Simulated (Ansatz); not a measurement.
**C₃H₁₀BNSi: small, medium and large basis sets**

Aim: see how fast density functionals converge with the basis set for C₃H₁₀BNSi.

The runs use Ansatz 0.2.0, Gaussian basis; one geometry, several basis sets.

Plan: PBE0-D4/def2-SVP; ωB97M-V/def2-SVP; PBE0-D4/def2-QZVPP; ωB97M-V/def2-QZVPP; the functionals' def2-TZVPP values are taken from earlier runs.

**1. The relaxed structure**

An earlier PBE0-D4 in a triple-zeta def2 set relaxation fixed the geometry.

SMILES `BN(C=C)[SiH2]C`, 16 atoms, charge 0, spin multiplicity 1.

Atoms are counted from 1 here; the program's logs count them from 0.

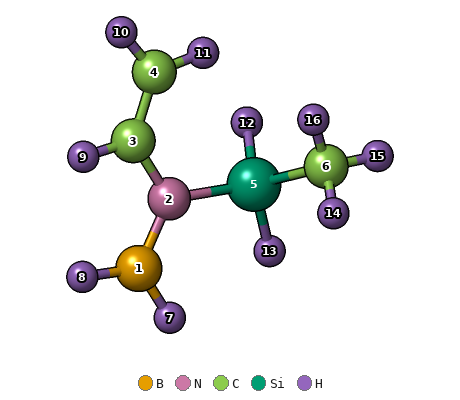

The structure; boron amber, nitrogen pink, carbon green, silicon teal, hydrogen purple; atoms are numbered from 1 in the order of the file.

**2. PBE0-D4 in def2-SVP**

File in.yaml:

```yaml
crystal:
  periodic: [false, false, false]
  atoms:
    - {symbol: B, position_ang: [-0.673453, -1.891573, 1.022790]}
    - {symbol: N, position_ang: [0.051721, -0.837109, 0.438013]}
    - {symbol: C, position_ang: [1.022465, -1.119608, -0.535743]}
    - {symbol: C, position_ang: [1.799847, -0.241332, -1.161411]}
    - {symbol: Si, position_ang: [-0.292565, 0.843278, 0.885010]}
    - {symbol: C, position_ang: [-1.166989, 1.740692, -0.493103]}
    - {symbol: H, position_ang: [-1.503457, -1.646911, 1.846786]}
    - {symbol: H, position_ang: [-0.444067, -3.015234, 0.676466]}
    - {symbol: H, position_ang: [1.105968, -2.178539, -0.762618]}
    - {symbol: H, position_ang: [2.515321, -0.588810, -1.894023]}
    - {symbol: H, position_ang: [1.769628, 0.824257, -0.967599]}
    - {symbol: H, position_ang: [0.992015, 1.516371, 1.213557]}
    - {symbol: H, position_ang: [-1.137933, 0.783166, 2.098673]}
    - {symbol: H, position_ang: [-2.135617, 1.277348, -0.694250]}
    - {symbol: H, position_ang: [-1.340718, 2.782744, -0.211777]}
    - {symbol: H, position_ang: [-0.585264, 1.728759, -1.416468]}
basis:
  gaussian: {orbitals: def2-SVP}
hamiltonian: {xc: pbe0, dispersion: d4}
output: {orbitals: {seedname: orbitals}}
```

On the command line:

```
$ ansatz run in.yaml --threads 4 --pin off --events-out ev --progress --plain --max-ram 11315MiB
```

What it wrote:

```text
Functional definition: PBE0
  name "PBE0"
  cite "Adamo & Barone, J. Chem. Phys. 110, 6158 (1999) doi:10.1063/1.478522"
  cite "Perdew, Burke & Ernzerhof, Phys. Rev. Lett. 77, 3865 (1996) doi:10.1103/PhysRevLett.77.3865"
  parent pbe
  parameter a = 0.25
  parameter kappa = 0.804
  parameter beta = 0.06672455060314922
  exchange = (1 - a)*pbe_x(kappa = kappa, mu = beta*pi^2/3) + a*exact_x
  correlation = pbe_c(beta = beta)
1576 factors; their error is unknown
mean field evaluation 1: about -13294.0102 eV, gradient 5.8e1 eV
mean field evaluation 2: about -13290.9078 eV, gradient 6.7e1 eV
mean field evaluation 4: about -13302.2038 eV, gradient 3.4e0 eV
mean field evaluation 8: about -13302.2281 eV, gradient 9.3e-2 eV
mean field evaluation 16: about -13302.2594 eV, gradient 1.9e-5 eV
mean field -13302.25943872 eV, -488.8490177777 hartree, gradient 1.9e-5 eV, S^2 0.000000; 0 other end points of the search recorded, 0 dependent functions left out
reference -13302.25947156 eV, -488.8490189845 hartree; 27, 27 occupied and 111, 111 virtual orbitals, 1576 factors
Total energy: -13302.58671348 eV, -488.8610449033 hartree
```

Run time: 1.6 s. Hardware: 4 threads of Arm Neoverse V2, shared host.

**3. ωB97M-V in def2-SVP**

Edit in.yaml of step 2 so:

```diff
@@ -21,3 +21,3 @@
   gaussian: {orbitals: def2-SVP}
-hamiltonian: {xc: pbe0, dispersion: d4}
+hamiltonian: {xc: {name: wB97M-V}}
 output: {orbitals: {seedname: orbitals}}
```

The command is unchanged.

What it wrote, shortened:

```text
Functional definition: wB97M-V
  name "wB97M-V"
  cite "Mardirossian & Head-Gordon, J. Chem. Phys. 144, 214110 (2016) doi:10.1063/1.4952647"
  cite "Becke, J. Chem. Phys. 107, 8554 (1997) doi:10.1063/1.475007"
  cite "Vydrov & Van Voorhis, J. Chem. Phys. 133, 244103 (2010) doi:10.1063/1.3521275"
  # Of w^i u^j: cxij and so on, Table III.
[...]
  gx(w, u) = 1 - cx + cx01*u + cx10*w
  gss(w, u) = css00 + css04*u^4 + css10*w + css20*w^2 + css43*w^4*u^3
  gos(w, u) = cos00 + cos10*w + (cos20 + cos21*u)*w^2 + (cos60 + cos61*u)*w^6
[...]
      + integral(e_c_pw_mod_opposite_spin*gos(b97_w_opposite, b97_u_opposite)) + vv10(b, c)
1576 factors; their error is unknown
435 factors; integrals over basis functions are off by at most 1.1e-5 eV
[...]
mean field -13308.69831413 eV, -489.0856420847 hartree, gradient 1.4e-5 eV, S^2 0.000000; 0 other end points of the search recorded, 0 dependent functions left out
reference -13308.69836484 eV, -489.0856439480 hartree; 27, 27 occupied and 111, 111 virtual orbitals, 1576 factors
Total energy: -13308.69836484 eV, -489.0856439480 hartree
```

Wall time 6.5 s (4 threads of Arm Neoverse V2, shared host).

**4. PBE0-D4 in def2-QZVPP**

Edit in.yaml of step 3 so:

```diff
@@ -20,4 +20,4 @@
 basis:
-  gaussian: {orbitals: def2-SVP}
-hamiltonian: {xc: {name: wB97M-V}}
+  gaussian: {orbitals: "def2-QZVPP.json"}
+hamiltonian: {xc: pbe0, dispersion: d4}
 output: {orbitals: {seedname: orbitals}}
```

Same command.

What it wrote:

```text
Functional definition: PBE0
  name "PBE0"
  cite "Adamo & Barone, J. Chem. Phys. 110, 6158 (1999) doi:10.1063/1.478522"
  cite "Perdew, Burke & Ernzerhof, Phys. Rev. Lett. 77, 3865 (1996) doi:10.1103/PhysRevLett.77.3865"
  parent pbe
  parameter a = 0.25
  parameter kappa = 0.804
  parameter beta = 0.06672455060314922
  exchange = (1 - a)*pbe_x(kappa = kappa, mu = beta*pi^2/3) + a*exact_x
  correlation = pbe_c(beta = beta)
1898 factors; their error is unknown
mean field evaluation 1: about -13298.8580 eV, gradient 7.6e1 eV
mean field evaluation 2: about -13289.7206 eV, gradient 9.5e1 eV
mean field evaluation 4: about -13311.5364 eV, gradient 6.6e0 eV
mean field evaluation 8: about -13311.6296 eV, gradient 2.4e-1 eV
mean field evaluation 16: about -13311.6361 eV, gradient 1.6e-4 eV
mean field -13311.63613316 eV, -489.1936049427 hartree, gradient 3.7e-5 eV, S^2 0.000000; 0 other end points of the search recorded, 0 dependent functions left out
reference -13311.63618322 eV, -489.1936067821 hartree; 27, 27 occupied and 628, 628 virtual orbitals, 1898 factors
Total energy: -13311.96342514 eV, -489.2056327009 hartree
```

It took 16 s on 4 threads of Arm Neoverse V2, shared host; peak memory 2.9 GiB.

**5. ωB97M-V in def2-QZVPP**

Edit in.yaml of step 4 so:

```diff
@@ -21,3 +21,3 @@
   gaussian: {orbitals: "def2-QZVPP.json"}
-hamiltonian: {xc: pbe0, dispersion: d4}
+hamiltonian: {xc: {name: wB97M-V}}
 output: {orbitals: {seedname: orbitals}}
```

Launched as before.

What it wrote, shortened:

```text
Functional definition: wB97M-V
  name "wB97M-V"
  cite "Mardirossian & Head-Gordon, J. Chem. Phys. 144, 214110 (2016) doi:10.1063/1.4952647"
  cite "Becke, J. Chem. Phys. 107, 8554 (1997) doi:10.1063/1.475007"
  cite "Vydrov & Van Voorhis, J. Chem. Phys. 133, 244103 (2010) doi:10.1063/1.3521275"
  # Of w^i u^j: cxij and so on, Table III.
[...]
  gx(w, u) = 1 - cx + cx01*u + cx10*w
  gss(w, u) = css00 + css04*u^4 + css10*w + css20*w^2 + css43*w^4*u^3
  gos(w, u) = cos00 + cos10*w + (cos20 + cos21*u)*w^2 + (cos60 + cos61*u)*w^6
[...]
      + integral(e_c_pw_mod_opposite_spin*gos(b97_w_opposite, b97_u_opposite)) + vv10(b, c)
1878 factors; their error is unknown
542 factors; integrals over basis functions are off by at most 9.2e-6 eV
[...]
mean field -13318.40997831 eV, -489.4425391604 hartree, gradient 1.9e-5 eV, S^2 0.000000; 0 other end points of the search recorded, 0 dependent functions left out
reference -13318.41005864 eV, -489.4425421125 hartree; 27, 27 occupied and 628, 628 virtual orbitals, 1878 factors
Total energy: -13318.41005864 eV, -489.4425421125 hartree
```

It took 33 s on 4 threads of Arm Neoverse V2, shared host; peak memory 3.6 GiB.

**6. Functionals by basis**

The def2-TZVPP values come from earlier runs at the same geometry.

```
functional       basis  functions  energy (eV)  from the largest (eV)  HOMO (eV)  LUMO (eV)
   PBE0-D4    def2-SVP        138  -13302.5867                  9.377      -6.90      -0.43
   PBE0-D4  def2-TZVPP        337  -13311.3755                  0.588      -6.95      -0.61
   PBE0-D4  def2-QZVPP        655  -13311.9634                  0.000      -6.96      -0.66
   ωB97M-V    def2-SVP        138  -13308.6984                  9.712      -9.08       1.61
   ωB97M-V  def2-TZVPP        337  -13317.8590                  0.551      -9.13       1.22
   ωB97M-V  def2-QZVPP        655  -13318.4101                  0.000      -9.14       1.02
```

**7. What came out**

| quantity | value |
| --- | --- |
| PBE0-D4: double and triple zeta above quadruple | 9.38, 0.59 eV |
| ωB97M-V: double and triple zeta above quadruple | 9.71, 0.55 eV |

What this shows: For PBE0-D4 the step from double to triple zeta gains 8.79 eV and the next only 0.59 eV. These are total energies; as a rule much of such shifts cancels in differences, which this series doesn't test. The LUMO of ωB97M-V is positive and keeps falling with the basis (1.61 to 1.02 eV): an unbound level that the basis holds in place.

For PBE0-D4 the largest set took about 10 times as long as the smallest (16 s against 1.6 s).
